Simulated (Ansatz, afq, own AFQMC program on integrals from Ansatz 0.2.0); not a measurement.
# AlH− (doublet): quantum Monte Carlo beside coupled cluster at distance Al1–H2 = 1.558 Å, aug-cc-pVDZ, part 1 of 2

Aim: compute AlH− (doublet) with auxiliary-field quantum Monte Carlo on the same integrals as coupled cluster, and set the energies side by side.

Method: aug-cc-pVDZ, frozen cores; program: Ansatz 0.2.0, Gaussian basis, and an in-house AFQMC program (afq) on its integrals; all values are calculated.

The runs, in order: Full CI; PBE (unrestricted); r2SCAN (unrestricted); PBE0 (unrestricted); B3LYP (unrestricted); wB97M-V (unrestricted); B2PLYP (unrestricted); CCSD(T) on UHF; Full CI; Full CI (quartet); CCSDT(Q) on UHF; CCSDTQ on UHF; Phaseless AFQMC, CISD trial on UHF; Phaseless AFQMC, single-determinant trial on UHF; Free-projection AFQMC, CISD trial on UHF; Phaseless AFQMC, CID trial on UHF.

2 further runs of the same task are left out: 2 that didn't finish.

### 1 The system

The geometry derives from a PBE0/def2-TZVPD stationary point (not a proven minimum). One bond is set to the value named and the two fragments are kept rigid.

2 atoms, charge -1, spin multiplicity 2.

Atoms are counted from 1 here; the program's logs count them from 0.

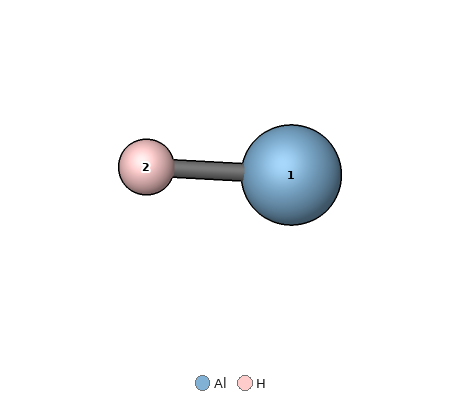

The geometry (aluminium light blue, hydrogen pink); atoms are numbered from 1 in the order of the file.

### 2 Full CI

in.yaml

```yaml
crystal:
  periodic: [false, false, false]
  atoms:
    - {symbol: Al, position_ang: [0.000000, 0.000000, 0.000000]}
    - {symbol: H, position_ang: [0.000000, 0.000000, 1.558000]}
basis:
  gaussian: {orbitals: aug-cc-pVDZ}
total_charge: -1
magnetization: {spin_polarized: false, initial_magnetization: 1}
correlation: {method: fci, electrons: outside_noble_gas}
```

Command:

```
$ ansatz run in.yaml --threads 1 --pin off --events-out ev --progress --plain --max-ram 24576MiB --backend cuda --devices 0, --max-vram 18GiB
```

The program printed:

```text
Functional definition: HF
  name "HF"
  cite "Fock, Z. Phys. 61, 126 (1930) doi:10.1007/BF01340294"
  parent pbe
  exchange = exact_x
  correlation = 0
589 factors; integrals over basis functions are off by at most 2.2e-7 eV
mean field evaluation 1: about -6596.2127 eV, gradient 9.0e0 eV
mean field evaluation 2: about -6596.2124 eV, gradient 9.0e0 eV
mean field evaluation 4: about -6597.1665 eV, gradient 9.8e-1 eV
mean field evaluation 8: about -6597.2021 eV, gradient 4.3e-3 eV
mean field evaluation 16: about -6591.4762 eV, gradient 1.1e0 eV
mean field evaluation 32: about -6596.6879 eV, gradient 3.7e0 eV
mean field evaluation 64: about -6597.1853 eV, gradient 7.7e-1 eV
mean field evaluation 96: about -6597.1820 eV, gradient 1.2e0 eV
mean field evaluation 128: about -6597.2014 eV, gradient 8.4e-2 eV
mean field -6597.20211166 eV, -242.4427058593 hartree, gradient 2.5e-6 eV, S^2 0.750000; 18 other end points of the search recorded, 0 dependent functions left out
mean field evaluation 160: about -6597.2794 eV, gradient 1.9e-1 eV
mean field evaluation 192: about -6594.4065 eV, gradient 6.2e0 eV
determinant -6597.20211166 eV, -242.4427058593 hartree, with singles and doubles -6599.57131119 eV, -242.5297723361 hartree
determinant -6596.50308596 eV, -242.4170171387 hartree, with singles and doubles -6598.63374173 eV, -242.4953172940 hartree
determinant -6594.89957323 eV, -242.3580891329 hartree, with singles and doubles -6597.40255850 eV, -242.4500721449 hartree
5 core orbitals not correlated: weight in the atoms' cores, before any rotation towards them, 1.000 or more for the frozen orbitals, at most 0.000 for the correlated occupied ones
reference -6597.20211166 eV, -242.4427058593 hartree; 3, 2 occupied and 28, 29 virtual orbitals, 589 factors
state -6599.66034914 eV, -242.5330444205 hartree
Total energy: -6599.66034914 eV, -242.5330444205 hartree
```

Run time: 17 s. Hardware: 1 × NVIDIA H100 80GB HBM3 with 1 thread of AMD EPYC 7R13 (Zen 3), shared host; peak host memory 0.83 GiB.

From the report: 522,431 determinants, symmetry B1.

### 3 PBE (unrestricted)

Changes to in.yaml since step 2:

```diff
@@ -8,3 +8,4 @@
 total_charge: -1
-magnetization: {spin_polarized: false, initial_magnetization: 1}
-correlation: {method: fci, electrons: outside_noble_gas}
+magnetization: {spin_polarized: true, initial_magnetization: 1}
+hamiltonian: {xc: {name: PBE}}
+output: {orbitals: {seedname: orbitals}}
```

Command:

```
$ ansatz run in.yaml --threads 1 --pin off --events-out ev --progress --plain --max-ram 8192MiB --backend cpu
```

The program printed:

```text
Functional definition: PBE
  name "PBE"
  cite "Perdew, Burke & Ernzerhof, Phys. Rev. Lett. 77, 3865 (1996) doi:10.1103/PhysRevLett.77.3865"
  parent pbe
  parameter kappa = 0.804
  parameter beta = 0.06672455060314922
  exchange = pbe_x(kappa = kappa, mu = beta*pi^2/3)
  correlation = pbe_c(beta = beta)
386 factors; their error is unknown
mean field evaluation 1: about -6607.5605 eV, gradient 6.3e0 eV
mean field evaluation 2: about -6607.5936 eV, gradient 5.6e0 eV
mean field evaluation 4: about -6608.0228 eV, gradient 2.7e-1 eV
mean field evaluation 8: about -6608.0042 eV, gradient 1.9e-2 eV
mean field evaluation 16: about -6607.9545 eV, gradient 1.4e0 eV
mean field evaluation 32: about -6608.0042 eV, gradient 5.0e-5 eV
mean field evaluation 64: about -6606.6404 eV, gradient 1.9e0 eV
mean field -6608.00418690 eV, -242.8396748026 hartree, gradient 1.5e-5 eV, S^2 0.754385; 9 other end points of the search recorded, 0 dependent functions left out
reference -6608.00422336 eV, -242.8396761422 hartree; 8, 7 occupied and 28, 29 virtual orbitals, 386 factors
Total energy: -6608.00422336 eV, -242.8396761422 hartree
```

It took 1.9 s on 1 thread of AMD EPYC 7R13 (Zen 3), shared host; peak memory 0.71 GiB.

From the report: ⟨S²⟩ of the determinant 0.754 (pure doublet: 0.75).

### 4 r2SCAN (unrestricted)

Changes to in.yaml since step 3:

```diff
@@ -9,3 +9,2 @@
 magnetization: {spin_polarized: true, initial_magnetization: 1}
-hamiltonian: {xc: {name: PBE}}
-output: {orbitals: {seedname: orbitals}}
+hamiltonian: {xc: {name: r2SCAN}}
```

The command is unchanged.

The program printed, shortened:

```text
Functional definition: r2SCAN
  name "r2SCAN"
  cite "Furness, Kaplan, Ning, Perdew & Sun, J. Phys. Chem. Lett. 11, 8208 (2020) doi:10.1021/acs.jpclett.0c02405"
  cite "Furness, Kaplan, Ning, Perdew & Sun, J. Phys. Chem. Lett. 11, 9248 (2020) doi:10.1021/acs.jpclett.0c03077"
  parent r2scan
[...]
386 factors; their error is unknown
[...]
mean field -6610.94257047 eV, -242.9476584068 hartree, gradient 8.8e-6 eV, S^2 0.759612; 9 other end points of the search recorded, 0 dependent functions left out
reference -6610.94266065 eV, -242.9476617210 hartree; 8, 7 occupied and 28, 29 virtual orbitals, 386 factors
Total energy: -6610.94266065 eV, -242.9476617210 hartree
```

Wall time 4.5 s (1 thread of AMD EPYC 7R13 (Zen 3), shared host); peak memory 0.71 GiB.

From the report: ⟨S²⟩ of the determinant 0.760 (pure doublet: 0.75).

### 5 PBE0 (unrestricted)

Changes to in.yaml since step 4:

```diff
@@ -9,2 +9,3 @@
 magnetization: {spin_polarized: true, initial_magnetization: 1}
-hamiltonian: {xc: {name: r2SCAN}}
+hamiltonian: {xc: {name: PBE0}}
+output: {orbitals: {seedname: orbitals}}
```

Same command.

The program printed, shortened:

```text
Functional definition: PBE0
  name "PBE0"
  cite "Adamo & Barone, J. Chem. Phys. 110, 6158 (1999) doi:10.1063/1.478522"
  cite "Perdew, Burke & Ernzerhof, Phys. Rev. Lett. 77, 3865 (1996) doi:10.1103/PhysRevLett.77.3865"
  parent pbe
[...]
356 factors; integrals over basis functions are off by at most 7.1e-4 eV
[...]
mean field -6608.64498511 eV, -242.8632237024 hartree, gradient 1.5e-5 eV, S^2 0.756642; 8 other end points of the search recorded, 0 dependent functions left out
reference -6608.64501383 eV, -242.8632247577 hartree; 8, 7 occupied and 28, 29 virtual orbitals, 356 factors
Total energy: -6608.64501383 eV, -242.8632247577 hartree
```

Wall time 1.9 s (1 thread of AMD EPYC 7R13 (Zen 3), shared host); peak memory 0.71 GiB.

From the report: ⟨S²⟩ of the determinant 0.757 (pure doublet: 0.75).

### 6 B3LYP (unrestricted)

Changes to in.yaml since step 5:

```diff
@@ -9,3 +9,2 @@
 magnetization: {spin_polarized: true, initial_magnetization: 1}
-hamiltonian: {xc: {name: PBE0}}
-output: {orbitals: {seedname: orbitals}}
+hamiltonian: {xc: {name: B3LYP}}
```

Launched as before.

The program printed, shortened:

```text
Functional definition: B3LYP
  name "B3LYP"
  cite "Stephens, Devlin, Chabalowski & Frisch, J. Phys. Chem. 98, 11623 (1994) doi:10.1021/j100096a001"
  cite "Becke, Phys. Rev. A 38, 3098 (1988) doi:10.1103/PhysRevA.38.3098"
  cite "Lee, Yang & Parr, Phys. Rev. B 37, 785 (1988) doi:10.1103/PhysRevB.37.785"
  cite "Vosko, Wilk & Nusair, Can. J. Phys. 58, 1200 (1980) doi:10.1139/p80-159"
[...]
356 factors; integrals over basis functions are off by at most 7.1e-4 eV
[...]
mean field -6612.51376758 eV, -243.0053988357 hartree, gradient 1.8e-5 eV, S^2 0.753644; 9 other end points of the search recorded, 0 dependent functions left out
reference -6612.51392812 eV, -243.0054047355 hartree; 8, 7 occupied and 28, 29 virtual orbitals, 356 factors
Total energy: -6612.51392812 eV, -243.0054047355 hartree
```

Wall time 1.6 s (1 thread of AMD EPYC 7R13 (Zen 3), shared host); peak memory 0.71 GiB.

From the report: ⟨S²⟩ of the determinant 0.754 (pure doublet: 0.75).

### 7 wB97M-V (unrestricted)

Changes to in.yaml since step 6:

```diff
@@ -9,2 +9,3 @@
 magnetization: {spin_polarized: true, initial_magnetization: 1}
-hamiltonian: {xc: {name: B3LYP}}
+hamiltonian: {xc: {name: wB97M-V}}
+output: {orbitals: {seedname: orbitals}}
```

Same command.

The program printed, shortened:

```text
Functional definition: wB97M-V
  name "wB97M-V"
  cite "Mardirossian & Head-Gordon, J. Chem. Phys. 144, 214110 (2016) doi:10.1063/1.4952647"
  cite "Becke, J. Chem. Phys. 107, 8554 (1997) doi:10.1063/1.475007"
  cite "Vydrov & Van Voorhis, J. Chem. Phys. 133, 244103 (2010) doi:10.1063/1.3521275"
  # Of w^i u^j: cxij and so on, Table III.
[...]
  gx(w, u) = 1 - cx + cx01*u + cx10*w
  gss(w, u) = css00 + css04*u^4 + css10*w + css20*w^2 + css43*w^4*u^3
  gos(w, u) = cos00 + cos10*w + (cos20 + cos21*u)*w^2 + (cos60 + cos61*u)*w^6
[...]
      + integral(e_c_pw_mod_opposite_spin*gos(b97_w_opposite, b97_u_opposite)) + vv10(b, c)
356 factors; integrals over basis functions are off by at most 7.1e-4 eV
167 factors; integrals over basis functions are off by at most 2.6e-5 eV
[...]
mean field -6611.15722383 eV, -242.9555467726 hartree, gradient 3.1e-5 eV, S^2 0.752294; 2 other end points of the search recorded, 0 dependent functions left out
reference -6611.15724196 eV, -242.9555474386 hartree; 8, 7 occupied and 28, 29 virtual orbitals, 356 factors
Total energy: -6611.15724196 eV, -242.9555474386 hartree
```

It took 2.5 s on 1 thread of AMD EPYC 7R13 (Zen 3), shared host; peak memory 0.71 GiB.

From the report: ⟨S²⟩ of the determinant 0.752 (pure doublet: 0.75).

### 8 B2PLYP (unrestricted)

Changes to in.yaml since step 7:

```diff
@@ -9,3 +9,3 @@
 magnetization: {spin_polarized: true, initial_magnetization: 1}
-hamiltonian: {xc: {name: wB97M-V}}
-output: {orbitals: {seedname: orbitals}}
+hamiltonian: {xc: {name: B2PLYP}}
+correlation: {electrons: outside_noble_gas}
```

Launched as before.

The program printed, shortened:

```text
Functional definition: B2PLYP
  name "B2PLYP"
  cite "Grimme, J. Chem. Phys. 124, 034108 (2006) doi:10.1063/1.2148954"
  cite "Becke, Phys. Rev. A 38, 3098 (1988) doi:10.1103/PhysRevA.38.3098"
  cite "Lee, Yang & Parr, Phys. Rev. B 37, 785 (1988) doi:10.1103/PhysRevB.37.785"
[...]
356 factors; integrals over basis functions are off by at most 7.1e-4 eV
[...]
mean field -6607.84331830 eV, -242.8337629906 hartree, gradient 6.4e-6 eV, S^2 0.757786; 5 other end points of the search recorded, 0 dependent functions left out
5 core orbitals not correlated: weight in the atoms' cores, before any rotation towards them, 1.000 or more for the frozen orbitals, at most 0.000 for the correlated occupied ones
reference -6607.84342022 eV, -242.8337667358 hartree; 3, 2 occupied and 28, 29 virtual orbitals, 356 factors
second order -2.21067220 eV of doubles, -0.00000000 eV of singles
Total energy: -6608.44030171 eV, -242.8557017261 hartree
```

Run time: 1 s. Hardware: 1 thread of AMD EPYC 7R13 (Zen 3), shared host; peak memory 0.71 GiB.

From the report: ⟨S²⟩ of the determinant 0.758 (pure doublet: 0.75).

### 9 CCSD(T) on UHF

Changes to in.yaml since step 8:

```diff
@@ -9,3 +9,2 @@
 magnetization: {spin_polarized: true, initial_magnetization: 1}
-hamiltonian: {xc: {name: B2PLYP}}
-correlation: {electrons: outside_noble_gas}
+correlation: {method: ccsd_t, electrons: outside_noble_gas, hamiltonian_folder: ham}
```

Command:

```
$ ansatz run in.yaml --threads 1 --pin off --events-out ev --progress --plain --max-ram 24576MiB --backend cuda --devices 0, --max-vram 18GiB
```

The program printed, shortened:

```text
Functional definition: HF
  name "HF"
  cite "Fock, Z. Phys. 61, 126 (1930) doi:10.1007/BF01340294"
  parent pbe
[...]
356 factors; integrals over basis functions are off by at most 7.1e-4 eV
[...]
mean field -6597.28322610 eV, -242.4456867598 hartree, gradient 2.6e-6 eV, S^2 0.961328; 25 other end points of the search recorded, 0 dependent functions left out
determinant -6597.28322610 eV, -242.4456867598 hartree, with singles and doubles -6599.55852737 eV, -242.5293025393 hartree
determinant -6596.52263757 eV, -242.4177356471 hartree, with singles and doubles -6598.58192097 eV, -242.4934129162 hartree
determinant -6596.50342365 eV, -242.4170295485 hartree, with singles and doubles -6598.63374776 eV, -242.4953175156 hartree
determinant -6596.01506888 eV, -242.3990828418 hartree, with singles and doubles -6598.06614051 eV, -242.4744583338 hartree
[...]
determinant -6594.18944388 eV, -242.3319923605 hartree, with singles and doubles -6596.00277512 eV, -242.3986310543 hartree
determinant -6597.26603581 eV, -242.4450550284 hartree, with singles and doubles -6599.57437464 eV, -242.5298849160 hartree
determinant -6597.28322610 eV, -242.4456867598 hartree, with singles and doubles -6599.56850199 eV, -242.5296690999 hartree
determinant -6597.26603581 eV, -242.4450550284 hartree, with singles and doubles -6599.57407815 eV, -242.5298740200 hartree
5 core orbitals not correlated: weight in the atoms' cores, before any rotation towards them, 1.000 or more for the frozen orbitals, at most 0.000 for the correlated occupied ones
reference -6597.26603581 eV, -242.4450550284 hartree; 3, 2 occupied and 28, 29 virtual orbitals, 356 factors
second order -1.68375480 eV of doubles, -0.00000000 eV of singles
cycle   1  -2.30804091 eV  change    1.4e-6 eV  update   4.1e-6
perturbative correction -0.06170720 eV, -0.0022676978 hartree
Total energy: -6599.63578392 eV, -242.5321416651 hartree
```

It took 23 s on 1 × NVIDIA H100 80GB HBM3 with 1 thread of AMD EPYC 7R13 (Zen 3), shared host; peak host memory 0.81 GiB.

From the report: ⟨S²⟩ of the determinant 0.774 (pure doublet: 0.75); correlation -2.3697 eV; T1 0.025; largest double amplitude 0.09.

This run also writes the integrals to the folder ham.

### 10 Full CI

in.yaml

```yaml
hamiltonian:
  integrals:
    folder: ../ham
correlation: {method: fci}
```

Launched as before.

The program printed:

```text
Functional definition: HF
  name "HF"
  cite "Fock, Z. Phys. 61, 126 (1930) doi:10.1007/BF01340294"
  parent pbe
  exchange = exact_x
  correlation = 0
reference -6597.26603581 eV, -242.4450550284 hartree; 3, 2 occupied and 28, 29 virtual orbitals, 356 factors
state -6599.66035829 eV, -242.5330447568 hartree
Total energy: -6599.66035829 eV, -242.5330447568 hartree
```

It took 23 s on 1 × NVIDIA H100 80GB HBM3 with 1 thread of AMD EPYC 7R13 (Zen 3), shared host; peak host memory 0.73 GiB.

From the report: 522,431 determinants.

### 11 Full CI (quartet)

in.yaml

```yaml
crystal:
  periodic: [false, false, false]
  atoms:
    - {symbol: Al, position_ang: [0.000000, 0.000000, 0.000000]}
    - {symbol: H, position_ang: [0.000000, 0.000000, 1.558000]}
basis:
  gaussian: {orbitals: aug-cc-pVDZ}
total_charge: -1
magnetization: {spin_polarized: false, initial_magnetization: 3}
correlation: {method: fci, electrons: outside_noble_gas}
```

Launched as before.

The program printed, shortened:

```text
Functional definition: HF
  name "HF"
  cite "Fock, Z. Phys. 61, 126 (1930) doi:10.1007/BF01340294"
  parent pbe
[...]
589 factors; integrals over basis functions are off by at most 2.2e-7 eV
[...]
mean field -6596.73358632 eV, -242.4254878705 hartree, gradient 1.3e-6 eV, S^2 3.750000; 4 other end points of the search recorded, 0 dependent functions left out
[...]
5 core orbitals not correlated: weight in the atoms' cores, before any rotation towards them, 1.000 or more for the frozen orbitals, at most 0.000 for the correlated occupied ones
reference -6596.73358632 eV, -242.4254878705 hartree; 4, 1 occupied and 27, 30 virtual orbitals, 589 factors
state -6598.50721151 eV, -242.4906673943 hartree
Total energy: -6598.50721151 eV, -242.4906673943 hartree
```

Wall time 21 s (1 × NVIDIA H100 80GB HBM3 with 1 thread of AMD EPYC 7R13 (Zen 3), shared host); peak host memory 0.76 GiB.

From the report: 243,572 determinants, symmetry A2.

### 12 CCSDT(Q) on UHF

Changes to in.yaml since step 11:

```diff
@@ -8,3 +8,3 @@
 total_charge: -1
-magnetization: {spin_polarized: false, initial_magnetization: 3}
-correlation: {method: fci, electrons: outside_noble_gas}
+magnetization: {spin_polarized: true, initial_magnetization: 1}
+correlation: {method: ccsdt_q, electrons: outside_noble_gas}
```

The command is unchanged.

The program printed, shortened:

```text
Functional definition: HF
  name "HF"
  cite "Fock, Z. Phys. 61, 126 (1930) doi:10.1007/BF01340294"
  parent pbe
[...]
589 factors; integrals over basis functions are off by at most 2.2e-7 eV
[...]
mean field -6597.28324061 eV, -242.4456872933 hartree, gradient 8.5e-7 eV, S^2 0.961328; 26 other end points of the search recorded, 0 dependent functions left out
determinant -6597.28324061 eV, -242.4456872933 hartree, with singles and doubles -6599.55854250 eV, -242.5293030954 hartree
determinant -6596.52265866 eV, -242.4177364222 hartree, with singles and doubles -6598.58181631 eV, -242.4934090701 hartree
determinant -6596.50344425 eV, -242.4170303057 hartree, with singles and doubles -6598.63376811 eV, -242.4953182635 hartree
determinant -6596.01508400 eV, -242.3990833976 hartree, with singles and doubles -6598.06617108 eV, -242.4744594574 hartree
[...]
determinant -6597.26605029 eV, -242.4450555604 hartree, with singles and doubles -6599.57438942 eV, -242.5298854589 hartree
determinant -6597.28324061 eV, -242.4456872933 hartree, with singles and doubles -6599.56851673 eV, -242.5296696418 hartree
determinant -6597.26605029 eV, -242.4450555604 hartree, with singles and doubles -6599.57409297 eV, -242.5298745648 hartree
5 core orbitals not correlated: weight in the atoms' cores, before any rotation towards them, 1.000 or more for the frozen orbitals, at most 0.000 for the correlated occupied ones
reference -6597.26605029 eV, -242.4450555604 hartree; 3, 2 occupied and 28, 29 virtual orbitals, 589 factors
second order -1.68375875 eV of doubles, -0.00000000 eV of singles
cycle   1  -2.09607940 eV  change   -4.1e-1 eV  update   7.6e-2
[...]
cycle  17  -2.39161451 eV  change   -4.7e-8 eV  update   3.8e-7
perturbative correction -0.00215733 eV, -0.0000792805 hartree
Total energy: -6599.65982213 eV, -242.5330250530 hartree
```

Wall time 32 s (1 × NVIDIA H100 80GB HBM3 with 1 thread of AMD EPYC 7R13 (Zen 3), shared host); peak host memory 0.85 GiB.

From the report: ⟨S²⟩ of the determinant 0.774 (pure doublet: 0.75); correlation -2.3938 eV; T1 0.025; largest double amplitude 0.09.

### 13 CCSDTQ on UHF

Changes to in.yaml since step 12:

```diff
@@ -9,2 +9,2 @@
 magnetization: {spin_polarized: true, initial_magnetization: 1}
-correlation: {method: ccsdt_q, electrons: outside_noble_gas}
+correlation: {method: ccsdtq, electrons: outside_noble_gas}
```

The command is unchanged.

The program printed, shortened:

```text
Functional definition: HF
  name "HF"
  cite "Fock, Z. Phys. 61, 126 (1930) doi:10.1007/BF01340294"
  parent pbe
[...]
589 factors; integrals over basis functions are off by at most 2.2e-7 eV
[...]
mean field -6597.28324061 eV, -242.4456872933 hartree, gradient 8.5e-7 eV, S^2 0.961328; 26 other end points of the search recorded, 0 dependent functions left out
determinant -6597.28324061 eV, -242.4456872933 hartree, with singles and doubles -6599.55854250 eV, -242.5293030954 hartree
determinant -6596.52265866 eV, -242.4177364222 hartree, with singles and doubles -6598.58181631 eV, -242.4934090701 hartree
determinant -6596.50344425 eV, -242.4170303057 hartree, with singles and doubles -6598.63376811 eV, -242.4953182635 hartree
determinant -6596.01508400 eV, -242.3990833976 hartree, with singles and doubles -6598.06617108 eV, -242.4744594574 hartree
[...]
determinant -6594.18945801 eV, -242.3319928797 hartree, with singles and doubles -6596.00281686 eV, -242.3986325884 hartree
determinant -6597.26605029 eV, -242.4450555604 hartree, with singles and doubles -6599.57438942 eV, -242.5298854589 hartree
determinant -6597.28324061 eV, -242.4456872933 hartree, with singles and doubles -6599.56851673 eV, -242.5296696418 hartree
determinant -6597.26605029 eV, -242.4450555604 hartree, with singles and doubles -6599.57409297 eV, -242.5298745648 hartree
5 core orbitals not correlated: weight in the atoms' cores, before any rotation towards them, 1.000 or more for the frozen orbitals, at most 0.000 for the correlated occupied ones
reference -6597.26605029 eV, -242.4450555604 hartree; 3, 2 occupied and 28, 29 virtual orbitals, 589 factors
second order -1.68375875 eV of doubles, -0.00000000 eV of singles
cycle   1  -2.09607940 eV  change   -4.1e-1 eV  update   7.6e-2
[...]
cycle  17  -2.39425963 eV  change    3.2e-8 eV  update   5.5e-7
Total energy: -6599.66030992 eV, -242.5330429790 hartree
```

Wall time 29 s (1 × NVIDIA H100 80GB HBM3 with 1 thread of AMD EPYC 7R13 (Zen 3), shared host); peak host memory 0.86 GiB.

From the report: ⟨S²⟩ of the determinant 0.774 (pure doublet: 0.75); correlation -2.3943 eV; T1 0.025; largest double amplitude 0.09.

(Continued in part 2 of 2.)
